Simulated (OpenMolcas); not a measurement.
**Run report: CH$_{4}$NSi, property calculation (part 2 of 3)**

CH$_{4}$NSi, multiplicity 2, SMILES N=C[SiH2]; MN15/Ahlrichs_VDZ, UKS, PCM solvent dimethylsulfoxide (OpenMolcas 26.06). The geometry comes from this level: GFN2-xTB.

Geometry of the input (Å):
```
N  -1.5489  -0.1321  -0.1594
C  -0.3140  -0.1171  -0.5181
Si 0.9862  0.2015  0.7277
H  -2.2068  -0.3152  -0.9149
H  0.0108  -0.2895  -1.5565
H  0.6989  0.4398  2.1238
H  2.3737  0.2128  0.2975
```

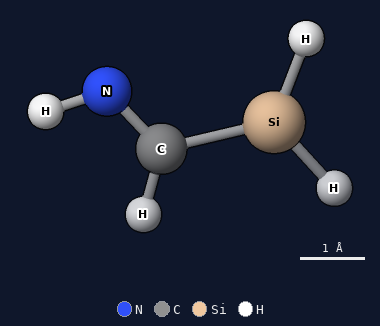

**Figure 1.** The structure (ball-and-stick view, seen at a tilt).

## Log, continued
```
        1 N1     1s         0.0001    0.9911   -0.0010   -0.0007    0.0001    0.0013    0.0000    0.0497    0.1534   -0.1768
        2 N1     2s         0.0002   -0.0416   -0.0030    0.0058   -0.0025    0.0098   -0.0001    0.0887    0.3089   -0.3802
        3 N1     *s        -0.0004    0.0496   -0.0011    0.0041   -0.0000    0.0158   -0.0002    0.1567    0.3781   -0.0887
        4 N1     2px        0.0000    0.0012    0.0054    0.0030    0.0012    0.0051   -0.0000    0.1350    0.1615    0.3172
        5 N1     *px       -0.0005    0.0083   -0.0042   -0.0040   -0.0000   -0.0021   -0.0000   -0.0787   -0.1200   -0.1015
        6 N1     2py       -0.0000   -0.0005   -0.0001   -0.0012   -0.0000   -0.0020   -0.0005   -0.0137   -0.0619   -0.0038
        7 N1     *py       -0.0002   -0.0003    0.0004   -0.0002    0.0003    0.0021    0.0008    0.0156    0.0444    0.0047
        8 N1     2pz       -0.0002   -0.0029   -0.0023   -0.0076   -0.0006   -0.0127    0.0003   -0.1237   -0.3968   -0.1324
        9 N1     *pz       -0.0010   -0.0048    0.0037    0.0003    0.0014    0.0121   -0.0003    0.1131    0.2859    0.0607
       10 C2     1s        -0.0001   -0.0020    0.9885    0.0045   -0.0077   -0.0081    0.0003   -0.1525    0.0671    0.1453
       11 C2     2s         0.0000    0.0041    0.0485    0.0023    0.0029    0.0075   -0.0001    0.2884   -0.1534   -0.3085
       12 C2     *s         0.0011   -0.0205   -0.0368    0.0063    0.0018    0.0026   -0.0001    0.1171   -0.0843   -0.0638
       13 C2     2px        0.0002   -0.0035    0.0022    0.0041    0.0032    0.0069   -0.0001    0.2025    0.0831    0.3158
       14 C2     *px        0.0011    0.0114   -0.0063    0.0082    0.0000    0.0037   -0.0001    0.0795    0.0573    0.0807
       15 C2     2py        0.0000    0.0000   -0.0002    0.0006   -0.0003   -0.0001    0.0004   -0.0369    0.0363    0.0003
       16 C2     *py        0.0005    0.0001   -0.0008    0.0026   -0.0006   -0.0004    0.0011   -0.0095    0.0224    0.0019
       17 C2     2pz        0.0002    0.0015   -0.0018    0.0020   -0.0027   -0.0027    0.0000   -0.2678    0.1712   -0.1111
       18 C2     *pz        0.0021   -0.0033   -0.0019    0.0111   -0.0030   -0.0037   -0.0001   -0.0782    0.1037   -0.0189
       19 SI3    1s         0.9941    0.0011   -0.0017    0.2942    0.0046    0.0131    0.0012    0.0002   -0.0028   -0.0003
       20 SI3    2s        -0.0228    0.0038   -0.0062    1.0098    0.0158    0.0452    0.0040    0.0054   -0.0063   -0.0023
       21 SI3    3s        -0.0105    0.0007   -0.0000   -0.0778   -0.0019   -0.0060   -0.0002   -0.0126   -0.0308   -0.0097
       22 SI3    *s         0.0059    0.0012    0.0123    0.0341    0.0028    0.0023    0.0002    0.0000    0.0075    0.0023
       23 SI3    2px       -0.0003   -0.0026   -0.0064    0.0491   -0.4403   -0.8735   -0.0566    0.0403    0.0360   -0.0129
       24 SI3    3px        0.0005   -0.0011    0.0006    0.0030   -0.0231   -0.0486   -0.0026   -0.0056   -0.0098    0.0128
       25 SI3    *px        0.0006   -0.0006   -0.0046    0.0005    0.0038    0.0069    0.0006   -0.0136   -0.0716    0.0009
       26 SI3    2py       -0.0000    0.0003   -0.0013   -0.0020   -0.1858    0.0313    0.9665    0.0050   -0.0009    0.0013
       27 SI3    3py        0.0001   -0.0001    0.0001    0.0001   -0.0097    0.0015    0.0466   -0.0031    0.0019   -0.0012
       28 SI3    *py        0.0002    0.0002   -0.0013    0.0010    0.0019   -0.0006   -0.0088   -0.0015    0.0040   -0.0024
       29 SI3    2pz       -0.0001    0.0028   -0.0035   -0.0052   -0.8590    0.4428   -0.1800    0.0105   -0.0188    0.0121
       30 SI3    3pz        0.0003    0.0001    0.0004    0.0004   -0.0449    0.0238   -0.0087   -0.0142    0.0145   -0.0112
       31 SI3    *pz        0.0010    0.0016   -0.0055    0.0054    0.0092   -0.0051    0.0016   -0.0021    0.0483   -0.0134
       32 H4     1s        -0.0003    0.0023    0.0013   -0.0022   -0.0001   -0.0013    0.0000    0.0074   -0.0390   -0.0084
       33 H4     *s         0.0001   -0.0065    0.0011    0.0005   -0.0003   -0.0003    0.0000   -0.0060   -0.0227    0.0337
       34 H5     1s         0.0002    0.0006   -0.0012    0.0028    0.0038    0.0095   -0.0002    0.3942   -0.0829    0.0505
       35 H5     *s         0.0002    0.0020    0.0096    0.0021    0.0018    0.0012   -0.0001    0.1373    0.0476    0.0332
       36 H6     1s         0.0011    0.0000    0.0001    0.0045    0.0005    0.0007   -0.0000    0.0127    0.0098   -0.0048
       37 H6     *s        -0.0016   -0.0013   -0.0005   -0.0084   -0.0059    0.0058   -0.0001    0.0225   -0.0157    0.0053
       38 H7     1s         0.0010    0.0003   -0.0002    0.0034   -0.0002   -0.0009    0.0001   -0.0135   -0.0094    0.0007
       39 H7     *s        -0.0013   -0.0003   -0.0017   -0.0058   -0.0016   -0.0082    0.0000   -0.0027    0.0418   -0.0022

          Orbital           11        12        13        14        15        16        17        18        19        20
          Energy           -0.5980   -0.3420   -0.3468   -0.3906   -0.3523   -0.0930    0.0882    0.2269    0.2908    0.3197
          Occ. No.          2.0000    1.9996    1.9992    1.9991    1.9950    1.0000    0.0050    0.0009    0.0008    0.0004

        1 N1     1s         0.1157    0.0356    0.0162   -0.0380    0.0005   -0.0004    0.0001   -0.0009    0.0229    0.0294
        2 N1     2s         0.2384    0.0688    0.0373   -0.0816    0.0009   -0.0008   -0.0001    0.0272    0.0708    0.0946
        3 N1     *s         0.1213    0.1700    0.0421   -0.0826    0.0014   -0.0024    0.0019   -0.0074   -0.1144   -0.0435
        4 N1     2px        0.2995   -0.0667   -0.0156    0.0347    0.0269   -0.0183   -0.0320    0.0219   -0.0390    0.0063
        5 N1     *px       -0.0805    0.0300    0.0022    0.0096   -0.0186    0.0182    0.0211   -0.0621    0.0058   -0.1865
        6 N1     2py        0.0729   -0.0265   -0.0035    0.0159   -0.4106    0.2871    0.4857   -0.0005   -0.0100    0.0058
        7 N1     *py       -0.0280    0.0242    0.0020   -0.0107    0.2795   -0.2849   -0.3107   -0.0072    0.0256   -0.0219
        8 N1     2pz        0.2892   -0.1271   -0.0073    0.0838    0.0739   -0.0527   -0.0901   -0.0013   -0.0286    0.0361
        9 N1     *pz       -0.1246    0.1251    0.0049   -0.0681   -0.0500    0.0525    0.0586   -0.0125    0.1360   -0.0541
       10 C2     1s         0.0805    0.1022    0.0055   -0.0212    0.0002   -0.0004    0.0005    0.0498    0.0238    0.1315
       11 C2     2s        -0.1864   -0.2086   -0.0181    0.0378   -0.0005    0.0008   -0.0007   -0.0230    0.0429   -0.4381
       12 C2     *s        -0.0942   -0.2957   -0.0561    0.0198   -0.0006    0.0028   -0.0065   -0.7349   -0.4832   -0.2156
       13 C2     2px        0.0185   -0.2716   -0.0089    0.0739   -0.0260   -0.0052   -0.0343   -0.1573   -0.0554   -0.3852
       14 C2     *px       -0.0020   -0.1528   -0.0294    0.0438   -0.0183   -0.0065   -0.0378   -0.2303   -0.4491   -0.2638
       15 C2     2py       -0.0125   -0.0758    0.0046    0.0204    0.3812    0.0933    0.4965   -0.0375   -0.0167   -0.0966
       16 C2     *py       -0.0142   -0.0480    0.0008    0.0038    0.2702    0.0962    0.5356   -0.0881   -0.0821   -0.0249
       17 C2     2pz       -0.0767   -0.3035    0.0167    0.0755   -0.0720   -0.0168   -0.0935   -0.1340   -0.0508   -0.3849
       18 C2     *pz       -0.0771   -0.1974    0.0171   -0.0027   -0.0507   -0.0169   -0.1021   -0.3954   -0.2812   -0.0234
       19 SI3    1s        -0.0023   -0.0118    0.0451    0.0493   -0.0004   -0.0002    0.0003    0.0365    0.0313    0.0107
       20 SI3    2s        -0.0126   -0.0731    0.2716    0.2983   -0.0027   -0.0014    0.0018    0.2442    0.2121    0.0693
       21 SI3    3s         0.0087   -0.1210    0.4026    0.4580   -0.0043   -0.0021    0.0033    0.4913    0.4556    0.1520
       22 SI3    *s         0.0268    0.1502    0.2169    0.1357   -0.0014   -0.0055    0.0103    1.3152    1.3012   -0.2371
       23 SI3    2px       -0.0230   -0.1032   -0.1550    0.0784    0.0033    0.0148   -0.0087    0.1243   -0.1463    0.1509
       24 SI3    3px        0.0163    0.1827    0.2727   -0.1452   -0.0053   -0.0279    0.0199   -0.3559    0.4135   -0.4106
       25 SI3    *px        0.0105    0.0159    0.2379   -0.1206   -0.0056   -0.0432    0.0265   -0.6706    0.4999   -0.4786
       26 SI3    2py       -0.0035   -0.0331    0.0007   -0.0149   -0.0454   -0.1962    0.1199   -0.0116    0.0066    0.0497
       27 SI3    3py        0.0024    0.0573   -0.0020    0.0252    0.0727    0.3673   -0.2777    0.0324   -0.0229   -0.1428
       28 SI3    *py       -0.0029    0.0252    0.0001    0.0221    0.0676    0.5869   -0.3731    0.0261   -0.0907   -0.1419
       29 SI3    2pz       -0.0100   -0.1405    0.0693   -0.1103    0.0080    0.0358   -0.0215   -0.1101    0.0964    0.2121
       30 SI3    3pz        0.0070    0.2416   -0.1221    0.1910   -0.0127   -0.0669    0.0496    0.3158   -0.2936   -0.6150
       31 SI3    *pz       -0.0196    0.1232   -0.1222    0.1731   -0.0119   -0.1069    0.0656    0.3723   -0.6694   -0.6074
       32 H4     1s         0.4099   -0.1461   -0.0126    0.0668   -0.0012    0.0007   -0.0007   -0.0509   -0.0101   -0.1864
       33 H4     *s         0.0821   -0.0818   -0.0214    0.0393   -0.0004    0.0006   -0.0004   -0.0858   -0.0207   -0.2058
       34 H5     1s        -0.0602    0.1552   -0.0348   -0.0389    0.0011    0.0001    0.0002    0.0602   -0.0041   -0.0072
       35 H5     *s        -0.0485    0.1190   -0.0004   -0.0310    0.0009    0.0001    0.0000    0.0151   -0.1994    0.0466
       36 H6     1s         0.0057    0.1600   -0.0676    0.3318   -0.0002    0.0013   -0.0009   -0.6273    0.0428    0.3255
       37 H6     *s         0.0060    0.0512   -0.0637    0.1116    0.0001    0.0015   -0.0020   -1.0612    0.0244    0.4736
       38 H7     1s         0.0045    0.0525    0.2994   -0.0518   -0.0011   -0.0005   -0.0023    0.0741   -0.6902    0.1394
       39 H7     *s        -0.0153    0.0438    0.0992   -0.0421    0.0001    0.0030   -0.0059   -0.0213   -1.2051    0.2742

          Orbital           21        22        23        24        25        26        27        28        29        30
          Energy            0.3737    0.5802    0.4258    0.5507    0.4680    0.6683    0.5890    0.5571    0.9729    0.5527
          Occ. No.          0.0000    0.0000    0.0000    0.0000    0.0000    0.0000    0.0000    0.0000    0.0000    0.0000

        1 N1     1s        -0.0727    0.1720   -0.0635    0.0349    0.0001    0.0375    0.0269    0.0887   -0.2940   -0.0179
        2 N1     2s        -0.0304    0.4489   -0.2026    0.0987    0.0014    0.2426    0.1767    0.5724   -2.0868   -0.2627
        3 N1     *s        -1.2802    1.4396   -0.4565    0.3804    0.0004   -0.2379   -0.3637   -1.1718    5.1779    2.4036
        4 N1     2px       -0.4621   -0.5724   -0.1141    0.0797    0.0009   -0.0193   -0.0345   -0.0474   -0.0684   -0.1046
        5 N1     *px        0.2587    0.7314   -0.1057    0.0003   -0.0035   -0.2848   -0.1234   -0.7024    0.7962    0.6743
        6 N1     2py       -0.1011   -0.0121    0.0795   -0.0253   -0.0272   -0.0443   -0.0042   -0.0621   -0.0357   -0.0291
        7 N1     *py        0.1339   -0.0348    0.0506   -0.0962    0.0236   -0.1213   -0.0265   -0.2014   -0.1637   -0.0070
        8 N1     2pz       -0.3835    0.1461    0.4675   -0.1651    0.0039   -0.2332   -0.0008   -0.3104   -0.1940   -0.1078
        9 N1     *pz        0.6250   -0.4363    0.3133   -0.5250   -0.0080   -0.5510   -0.0808   -0.8338   -1.2094   -0.2428
       10 C2     1s         0.0584    0.1979    0.0886    0.1053   -0.0002    0.0098    0.0064    0.0196    0.0478   -0.2024
       11 C2     2s        -0.2487   -0.8521   -0.2913   -0.3578    0.0014   -0.0347   -0.0586   -0.2652   -0.5404    1.5949
       12 C2     *s         0.6660   -0.9040   -0.6269   -0.2034   -0.0006    0.3844    0.5740    1.4818   -1.8084   -5.2295
       13 C2     2px       -0.1273    0.7837    0.0567   -0.4064   -0.0011   -0.1032    0.1104   -0.1970    0.0421    0.1548
       14 C2     *px       -0.1362    0.9431   -0.5058    0.5190    0.0242    0.4130    0.0301    0.3084    1.8645    0.7204
       15 C2     2py       -0.0339    0.0100    0.0434    0.0842    0.0188    0.0005   -0.0223   -0.0527   -0.0145    0.0545
       16 C2     *py       -0.0556    0.0610    0.0940    0.1351   -0.2681    0.1041    0.0194    0.2351    0.1380   -0.2486
       17 C2     2pz       -0.1454   -0.2291    0.2279    0.5768   -0.0011    0.0274   -0.1470   -0.2402   -0.1071    0.2985
       18 C2     *pz       -0.2367   -0.0099    0.6622    0.5695    0.0516    0.4030    0.0704    1.1950    0.1168   -1.6790
       19 SI3    1s         0.0031    0.0071   -0.0257    0.0001    0.0006    0.0249   -0.0326   -0.0426   -0.0029   -0.0122
       20 SI3    2s         0.0221    0.0470   -0.1791   -0.0048    0.0046    0.1712   -0.2330   -0.3071   -0.0221   -0.0753
       21 SI3    3s         0.0914    0.1290   -0.8284   -0.1898    0.0223    0.6462   -1.0290   -1.7918   -0.2403   -0.2464
       22 SI3    *s        -0.0302   -0.3299    0.7827    0.3298   -0.0456   -1.9644    2.6957    0.6724   -0.0780    2.4822
       23 SI3    2px        0.0489    0.0428   -0.1499    0.1126   -0.0255   -0.1228    0.0192   -0.0164    0.0335    0.0018
       24 SI3    3px       -0.1990   -0.1285    0.6384   -0.4277    0.0988    0.6015   -0.0550    0.2421   -0.1182   -0.0876
       25 SI3    *px        0.2262   -0.0378   -0.7358    1.0459   -0.1097   -1.5565    0.2066    0.0802    0.1336   -1.6697
       26 SI3    2py        0.0094   -0.0019   -0.0063    0.0151    0.3286    0.0071    0.0287   -0.0113    0.0033    0.0019
       27 SI3    3py       -0.0321    0.0108    0.0342   -0.0488   -1.2528   -0.0274   -0.1219    0.0782   -0.0058   -0.0302
       28 SI3    *py        0.0002    0.0476   -0.0828    0.1032    1.1911    0.1800    0.3450   -0.0046    0.1254   -0.1791
       29 SI3    2pz        0.0328   -0.0251    0.0241    0.0386   -0.0590    0.1106    0.1435   -0.0674    0.0042    0.0072
       30 SI3    3pz       -0.1004    0.1028   -0.0603   -0.0986    0.2233   -0.4725   -0.6218    0.3823    0.0172   -0.1231
       31 SI3    *pz       -0.0841    0.2689   -0.1618    0.1620   -0.1959    1.6254    1.7865   -0.1115    0.6086   -0.3427
       32 H4     1s         0.8863   -0.1886    0.2347   -0.1941    0.0002   -0.1588   -0.0154   -0.3170   -0.4818   -0.0775
       33 H4     *s         0.9215    0.0049   -0.0104    0.0426   -0.0006   -0.0237   -0.0711    0.0700   -0.6947    0.1449
       34 H5     1s        -0.0382    0.0553    0.3892    0.9921    0.0011    0.2208   -0.1266    0.1241    0.1331    0.1500
       35 H5     *s        -0.3421    0.1897    0.9298    0.1450    0.0103    0.3277   -0.0125   -0.2700    0.1037   -0.2526
       36 H6     1s         0.0222   -0.0685    0.0330    0.0330    0.0035    0.2590    0.9163   -0.2380    0.0062    0.1486
       37 H6     *s         0.0797   -0.0955   -0.0632   -0.0620   -0.0103   -1.0497   -2.8115    0.3390   -0.3839   -0.7890
       38 H7     1s         0.0383    0.0046   -0.1377    0.1620   -0.0117   -0.9106    0.3492   -0.3769   -0.1458    0.0761
       39 H7     *s        -0.1377    0.1560    0.3063   -0.8615    0.0417    2.7555   -0.8425    0.4489    0.2582    0.2853

          Orbital           31        32        33        34        35        36        37        38        39
          Energy            0.4834    0.5519    0.8153    0.5878    0.5623    0.7339    0.7866    0.5749    0.8219
          Occ. No.          0.0000    0.0000    0.0000    0.0000    0.0000    0.0000    0.0000    0.0000    0.0000

        1 N1     1s         0.0053   -0.0226    0.0024   -0.0055   -0.0051    0.0073   -0.0035   -0.0007   -0.0078
        2 N1     2s        -0.0866   -0.1968    0.0132    0.0200    0.0243    0.3007    0.0051   -0.0009   -0.2014
        3 N1     *s         0.4433    0.9847   -0.0392    0.3139   -0.9881   -3.1996   -0.8083   -0.0507    0.4331
        4 N1     2px        0.1865    0.0341   -0.0483   -0.1882   -0.1490   -0.4993   -0.3838    0.0191    0.5608
        5 N1     *px        0.3081    0.3035   -0.0613   -0.4665   -0.4674   -2.0925   -1.5207   -0.0101    1.3946
        6 N1     2py       -0.0367   -0.0528    0.8757    0.0490   -0.0163    0.0076   -0.1161   -0.3331    0.0157
        7 N1     *py       -0.0959    0.0083    1.3117    0.0253    0.0622   -0.0651   -0.3248   -0.1693    0.0366
        8 N1     2pz       -0.2668   -0.3685   -0.1563    0.1210   -0.0346    0.1781   -0.5272    0.0671   -0.1414
        9 N1     *pz       -0.6368   -0.1811   -0.2261    0.0079    0.5082    0.3706   -1.2543    0.0382   -0.2961
       10 C2     1s        -0.0123    0.0296    0.0024   -0.1108   -0.0164   -0.0326   -0.0257   -0.0064   -0.0711
       11 C2     2s         0.1596   -0.3061   -0.0150    0.8183    0.2887    0.5065    0.2774    0.0501    0.3337
       12 C2     *s        -2.0616   -0.1388    0.0202   -1.1970    0.4440    1.8106    0.2520   -0.0822   -2.6819
       13 C2     2px        0.2368   -0.0789   -0.0015   -0.3330    0.3914    0.1886    0.1461   -0.0482    0.3124
       14 C2     *px       -0.3180    0.3306    0.0231    0.6930   -1.8804   -2.9307   -1.1060   -0.0165   -0.5960
       15 C2     2py        0.0466    0.0470    0.2935   -0.1118    0.0658   -0.0294   -0.0206    0.9445   -0.0958
       16 C2     *py        0.0157   -0.1498   -0.9478    0.2992   -0.2832    0.1367    0.2773   -1.0582    0.2664
       17 C2     2pz        0.1551    0.2179   -0.0375   -0.4948    0.2445   -0.1142   -0.1467   -0.1926   -0.5023
       18 C2     *pz        0.2179   -0.7952    0.1070    1.5040   -0.8898    1.6569    1.8763    0.2669    1.4940
       19 SI3    1s        -0.0048   -0.0022   -0.0002    0.0029   -0.0042    0.0038    0.0017    0.0001    0.0005
       20 SI3    2s        -0.0306   -0.0142   -0.0009    0.0162   -0.0161    0.0248    0.0032    0.0007    0.0050
       21 SI3    3s        -0.0640    0.0311    0.0035   -0.0976    0.1719    0.1340   -0.1489    0.0041   -0.0193
       22 SI3    *s         0.6517    0.2861    0.0453   -0.5939    0.5572   -0.0810   -0.1911    0.0328    0.3607
       23 SI3    2px        0.0219   -0.0077    0.0006    0.0475    0.1081    0.0556   -0.1230    0.0024    0.0189
       24 SI3    3px       -0.1003    0.0250   -0.0057   -0.1195   -0.5786   -0.2404    0.6113   -0.0121   -0.1239
       25 SI3    *px       -0.1754   -0.4825   -0.0378    0.6259    0.3657    1.2238   -0.1520    0.0193    0.8022
       26 SI3    2py       -0.0053   -0.0171   -0.0235    0.0083    0.0313   -0.0128   -0.0033   -0.0162    0.0037
       27 SI3    3py        0.0150    0.0647    0.0782   -0.0278   -0.1561    0.0591    0.0288    0.0542   -0.0110
       28 SI3    *py       -0.0821   -0.0567    0.2001    0.1969   -0.0131   -0.2652   -0.0596    0.2531   -0.1342
       29 SI3    2pz       -0.0372   -0.0867    0.0049    0.0332    0.1258   -0.0950    0.0316    0.0029    0.0082
       30 SI3    3pz        0.1194    0.3310   -0.0182   -0.1244   -0.6180    0.4271   -0.0858   -0.0101    0.0021
       31 SI3    *pz       -0.3869   -0.1627   -0.0717    0.8038   -0.2017   -1.8507   -0.2445   -0.1087   -0.9802
       32 H4     1s        -0.7391    0.9050   -0.0180    0.2231    0.4384   -0.0192   -0.2730    0.0067    0.2881
       33 H4     *s         0.5734   -1.3806    0.0423   -0.2915   -0.8406   -0.4886   -0.9388   -0.0062    0.3016
       34 H5     1s        -0.5139   -0.3390    0.0250   -0.5200   -0.1814    0.5234    0.2825    0.0198    0.5487
       35 H5     *s         1.5953   -0.0302   -0.0983    2.3034   -0.0943    0.3990    1.2556    0.0577    1.1350
       36 H6     1s         0.2040    0.3248    0.0012   -0.1105   -0.4372    0.4472   -0.1975    0.0065    0.0612
       37 H6     *s        -0.2414   -0.5614    0.0061   -0.1424    0.7554    0.6625    0.5678    0.0249    0.5666
       38 H7     1s        -0.0891   -0.0450    0.0030   -0.0951   -0.3084   -0.3198    0.4990   -0.0044   -0.0609
       39 H7     *s         0.0068    0.2730   -0.0057   -0.0110    0.0920   -0.5411   -0.6900   -0.0376   -0.7094
--

++    Molecular properties:
      ---------------------

      Charge (e):
                      =   -0.0000
      Dipole Moment (debye):
      Origin of the operator (angstrom)=    0.0520    0.0419    0.2044
                   X=  3.9408E+00               Y=  1.0734E-01               Z= -7.4332E-01           Total=  4.0117E+00
      Quadrupole Moment (debye*angstrom):
      Origin of the operator (angstrom)=    0.0520    0.0419    0.2044
                  XX= -2.3541E+01              XY=  1.1006E+00              XZ=  4.3219E+00              YY= -2.8435E+01
                  YZ=  1.2737E+00              ZZ= -2.3439E+01
      In traceless form (debye*angstrom)
                  XX=  2.3960E+00              XY=  1.6510E+00              XZ=  6.4828E+00              YY= -4.9450E+00
                  YZ=  1.9105E+00              ZZ=  2.5490E+00
--

--- Stop Module: scf /rc=_RC_ALL_IS_WELL_ ---
--- Module scf spent 16 seconds ---

.##################.
.# Happy landing! #.
.##################.

    Timing: Wall=16.98 User=15.19 System=1.77
```
